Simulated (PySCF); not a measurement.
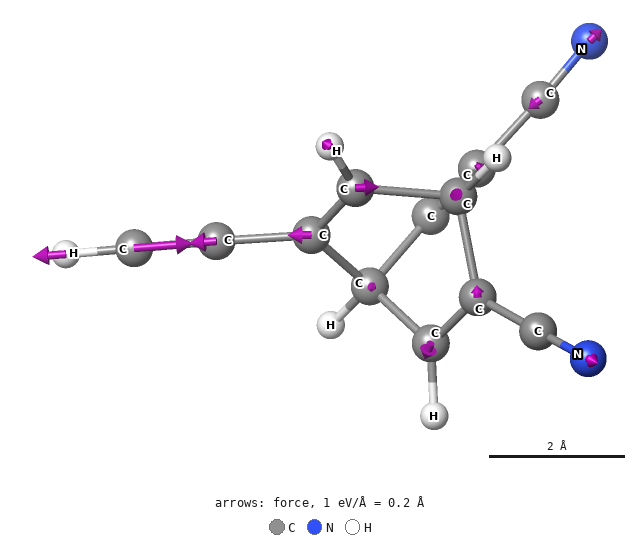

Starting geometry of C12H6N2 with the computed forces as purple arrows. A ball-and-stick model, seen from a free direction.

The start comes from GFN2-xTB. Its atoms were then displaced at random by about 0.01 Å.

Level of theory: PySCF 2.14.0, density-fitted response routines, PBE0-D3(BJ)/def2-SVP geometry optimisation, gas phase. 

Is this structure relaxed? If not, where do the atoms go?

It isn't relaxed: the largest force vector, on a C atom, is 4.43 eV/Å. The final displacements follow the starting forces only in part (cosine between the two patterns 0.44). An H atom moves most after the best rigid fit: 0.070 Å. Largest moves by element: H 0.070 Å, N 0.060 Å, C 0.051 Å. Near-neighbour distances that change, for instance: C–H 1.021 → 1.075 Å, C–C 1.507 → 1.546 Å, C–C 1.392 → 1.419 Å, C–H 1.068 → 1.090 Å. Among the angles between lasting bonds that change: C–C–H 129.8° → 124.9°, C–C–C 115.5° → 112.4°, C–C–H 119.1° → 121.6°. The energy falls by 22.4 kJ/mol in 6 geometry steps. Cost: 2.5 min on 2 threads of Intel(R) Xeon(R) Platinum 8375C CPU @ 2.90GHz, on a shared host.
